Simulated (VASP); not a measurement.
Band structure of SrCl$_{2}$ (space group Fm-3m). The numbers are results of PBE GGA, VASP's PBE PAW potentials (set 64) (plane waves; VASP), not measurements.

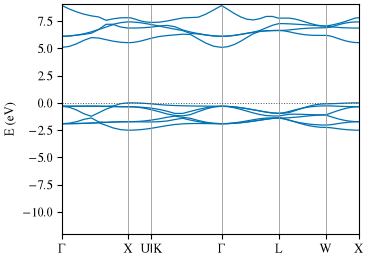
Figure. Bands along high-symmetry lines, zero at the valence-band maximum or, without a gap, the Fermi level

Read the plot: is there a gap, and where are the band edges?

The gap is indirect, 5.09 eV, from the valence maximum at X to the conduction minimum at Γ.

The structure is a typed SrCl2 crystal (Fm-3m). The cell was not relaxed at this level.
